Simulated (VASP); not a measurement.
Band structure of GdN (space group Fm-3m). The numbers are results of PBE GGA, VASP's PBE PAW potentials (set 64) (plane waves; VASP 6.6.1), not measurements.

The moments were started parallel, and other spin orders were not tried in this run.

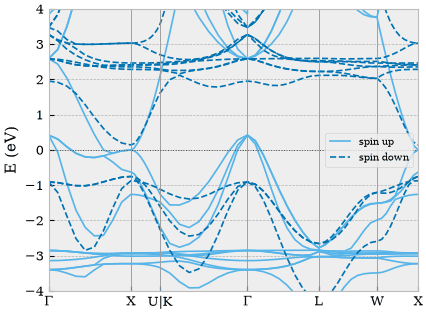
Figure: Bands along high-symmetry lines, zero at the valence-band maximum or, without a gap, the Fermi level

Read the plot: is there a gap, and where are the band edges?

It has no gap at this level: it comes out as a metal or semimetal.

The structure is a typed GdN crystal (Fm-3m). The cell was not relaxed at this level. The k-mesh is coarse (spacing up to 0.37 per Å, 2π included), so the numbers may not be converged in it.
